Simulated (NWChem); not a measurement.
# One shape, several levels: C2F5 (pentafluoroethyl)

Wanted: a comparison of 6 runs (UHF/STO-3G, UHF/3-21G, UHF/cc-pVDZ, UB3LYP/cc-pVDZ, UPBE/cc-pVDZ, UPBE0/cc-pVDZ) of C2F5 (pentafluoroethyl). 

The calculation is run with NWChem 7.3.0.

2 further runs of the same task are left out: 2 set aside as unsound or not needed.

## (1) The molecule

C2F5 has 7 atoms, charge 0, and is taken as a doublet. SMILES: `F[C](F)C(F)(F)F`. Geometry: relaxed at PBE0-D4/def2-TZVP.

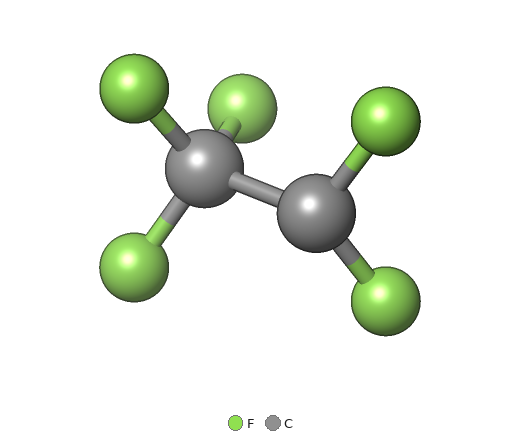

Viewed from a chosen angle; fluorine green, carbon grey.

## (2) Energy and forces at UHF/STO-3G (run 1)

The input, c2f5.nw:

```
start c2f5
title "C2F5 hf"
memory total 2200 mb
geometry units angstroms noautosym nocenter noautoz
   F     1.561030   -0.846020    0.512950
   C     0.322010   -0.468420    0.723150
   F    -0.464130   -1.481230    1.002660
   C    -0.228340    0.480800   -0.320510
   F     0.577960    1.527090   -0.444820
   F    -1.434800    0.896110    0.043240
   F    -0.333720   -0.108340   -1.516660
end
basis spherical bse
   * library STO-3G
end
scf
   nopen 1
   uhf
   thresh 1e-08
   maxiter 80
   print medium
end
task scf gradient
```

Started as:

```bash
$ nwchem c2f5.nw > c2f5.out
```

The log of the run:

```text
[...]
  functions       =    35
[...]
  wavefunction    = UHF
[...]
         Total SCF energy =   -564.952572441989
      One electron energy =  -1481.720999730323
      Two electron energy =    570.656399856064
 Nuclear repulsion energy =    346.112027432270
                       Sz =      0.5000
                 Sz(Sz+1) =      0.7500
                      S^2 =      0.7558
[...]
                         UHF ENERGY GRADIENTS
    atom               coordinates                        gradient
                 x          y          z           x          y          z
   1 F       2.949919  -1.598746   0.969335   -0.051732   0.013376   0.004473
   2 C       0.608511  -0.885185   1.366555   -0.003097  -0.010427  -0.026214
   3 F      -0.877079  -2.799119   1.894753    0.032320   0.039755  -0.015865
   4 C      -0.431500   0.908580  -0.605676   -0.001186   0.003619  -0.000274
   5 F       1.092186   2.885782  -0.840588   -0.037428  -0.050346   0.006583
   6 F      -2.711379   1.693402   0.081712    0.057308  -0.020665  -0.016371
   7 F      -0.630639  -0.204733  -2.866072    0.003815   0.024687   0.047668
[...]
```

Run time: 1.9 s. Hardware: 1 thread of AMD EPYC 9R45 (Zen 5), shared host; peak memory 0.099 GiB.

## (3) Energy and forces at UHF/3-21G (run 2)

The input, mymol.nw:

```
start mymol
title "C2F5 hf"
memory 2200 mb
charge 0

geometry units angstrom noautosym nocenter noautoz
 F      1.561030    -0.846020     0.512950
 C      0.322010    -0.468420     0.723150
 F     -0.464130    -1.481230     1.002660
 C     -0.228340     0.480800    -0.320510
 F      0.577960     1.527090    -0.444820
 F     -1.434800     0.896110     0.043240
 F     -0.333720    -0.108340    -1.516660
end

basis "ao basis" spherical bse
 F library 3-21G
 C library 3-21G
end

scf
 doublet
 uhf
 thresh 1e-08
 maxiter 80
 print medium
end

task scf gradient
```

Started as:

```bash
$ nwchem mymol.nw > mymol.out
```

The log of the run:

```text
[...]
  functions       =    63
[...]
  wavefunction    = UHF
[...]
         Total SCF energy =   -569.772029633622
      One electron energy =  -1481.297913587097
      Two electron energy =    565.413856521205
 Nuclear repulsion energy =    346.112027432270
                       Sz =      0.5000
                 Sz(Sz+1) =      0.7500
                      S^2 =      0.7558
[...]
                         UHF ENERGY GRADIENTS
    atom               coordinates                        gradient
                 x          y          z           x          y          z
   1 F       2.949919  -1.598746   0.969335   -0.025756   0.004966   0.004361
   2 C       0.608511  -0.885185   1.366555    0.012267  -0.031597   0.009820
   3 F      -0.877079  -2.799119   1.894753    0.017903   0.018674  -0.006210
   4 C      -0.431500   0.908580  -0.605676   -0.008228   0.017328  -0.011605
   5 F       1.092186   2.885782  -0.840588   -0.009578  -0.010928  -0.000084
   6 F      -2.711379   1.693402   0.081712    0.012873  -0.003910  -0.005508
   7 F      -0.630639  -0.204733  -2.866072    0.000520   0.005468   0.009228
[...]
```

Wall time 2.5 s (1 thread of AMD EPYC 9R45 (Zen 5), shared host); peak memory 0.099 GiB.

Runs 3 to 5 aren't shown in full; the table further down has their settings and results.

## (4) Energy and forces at UPBE0/cc-pVDZ (run 6)

The input, nw.xyz:

```xyz
7

F      1.561030    -0.846020     0.512950
C      0.322010    -0.468420     0.723150
F     -0.464130    -1.481230     1.002660
C     -0.228340     0.480800    -0.320510
F      0.577960     1.527090    -0.444820
F     -1.434800     0.896110     0.043240
F     -0.333720    -0.108340    -1.516660
```

The input, nw.nw:

```
start nw
memory stack 880 mb heap 220 mb global 1100 mb
charge 0

geometry units angstrom noautosym nocenter noautoz
   load format xyz nw.xyz
end

basis spherical bse
   * library cc-pVDZ
end

dft
   xc pbe0
   mult 2
   grid fine
   convergence energy 1e-08
   maxiter 100
   mulliken
   print medium
end

task dft gradient
```

Started as:

```bash
$ nwchem nw.nw > nw.out
```

The log of the run:

```text
[...]
          Wavefunction type:  spin polarized.
          No. of atoms     :     7
          No. of electrons :    57
[...]
          Charge           :     0
          Spin multiplicity:     2
[...]
          AO basis - number of functions:    98
[...]
              XC Information
              --------------
                         PBE0 Method XC Functional
                     Hartree-Fock (Exact) Exchange  0.250
          PerdewBurkeErnzerhof Exchange Functional  0.750
            Perdew 1991 LDA Correlation Functional  1.000 local
           PerdewBurkeErnz. Correlation Functional  1.000 non-local
[...]
 d= 0,ls=0.0,diis     1   -574.5768903652 -9.21D+02  9.76D-03  6.22D-01     2.0
[...]
 d= 0,ls=0.0,diis    11   -574.8352460851 -8.59D-09  2.71D-07  9.30D-10    18.2
[...]
         Total DFT energy =     -574.835246085058
      One electron energy =    -1486.539828277893
           Coulomb energy =      628.275184522934
    Exchange-Corr. energy =      -62.682629762369
 Nuclear repulsion energy =      346.112027432271
[...]
      Total Density - Mulliken Population Analysis
     ---------------------------------------------
    Atom       Charge   Shell Charges
 -----------   ------   -------------------------------------------------------
    1 F    9     9.13   2.01  0.90  0.99  3.33  1.90  0.01
    2 C    6     5.77   2.01  0.72  0.40  1.91  0.52  0.21
    3 F    9     9.13   2.01  0.90  0.99  3.33  1.90  0.01
    4 C    6     5.52   2.01  0.73  0.13  1.90  0.42  0.33
    5 F    9     9.15   2.01  0.90  0.99  3.33  1.91  0.01
    6 F    9     9.15   2.01  0.90  0.99  3.33  1.91  0.01
    7 F    9     9.16   2.01  0.90  0.99  3.33  1.92  0.01
[...]
      <S2> =      0.7526 (Exact =     0.7500)
[...]
  wavefunction    = open shell
                         DFT ENERGY GRADIENTS
    atom               coordinates                        gradient
                 x          y          z           x          y          z
   1 F       2.949919  -1.598746   0.969335   -0.006884   0.001917   0.001190
   2 C       0.608511  -0.885185   1.366555    0.003053  -0.008868   0.001181
   3 F      -0.877079  -2.799119   1.894753    0.004473   0.005490  -0.001569
   4 C      -0.431500   0.908580  -0.605676   -0.002527   0.005092  -0.003896
   5 F       1.092186   2.885782  -0.840588   -0.002736  -0.003512   0.000414
   6 F      -2.711379   1.693402   0.081712    0.004080  -0.001397  -0.001221
   7 F      -0.630639  -0.204733  -2.866072    0.000541   0.001278   0.003901
[...]
```

It took 22 s on 1 thread of AMD EPYC 9R45 (Zen 5), shared host; peak memory 0.12 GiB.

## (5) The series

```
run           level  iteration cap  module  energy (Eh)  dipole moment (D)  HOMO energy (eV)  LUMO energy (eV)  wall time
  1      UHF/STO-3G             80     scf  -564.952572               0.43             -8.78              6.50      1.9 s
  2       UHF/3-21G             80     scf  -569.772030               0.75            -12.62              2.26      2.5 s
  3     UHF/cc-pVDZ             80     scf  -572.905928               0.67            -12.58              2.56       26 s
  4  UB3LYP/cc-pVDZ            100     dft  -575.375659               0.43             -7.04             -2.69       22 s
  5    UPBE/cc-pVDZ            100     dft  -574.830634               0.37             -5.41             -3.34       23 s
  6   UPBE0/cc-pVDZ            100     dft  -574.835246               0.43             -7.43             -2.25       22 s
```

## (6) Summary of results

| quantity | value |
| --- | --- |
| run 6: total energy | -574.83525 Eh |
| run 6: dipole moment | 0.43 D |
| run 6: HOMO energy (highest over α and β) | -7.43 eV |
| run 6: LUMO energy (lowest over α and β) | -2.25 eV |
| run 6: ⟨S²⟩ | 0.753 |
| run 6: largest force on an atom | 0.486 eV/Å |

**Reading.** The dipole moment (its size) runs from 0.37 D (UPBE/cc-pVDZ) to 0.75 D (UHF/3-21G). The two ends differ in method and basis. Totals of different functionals can't be ranked against each other. In run 1 the basis is minimal, so the values are rough. All runs together took 98 s, the longest 26 s.
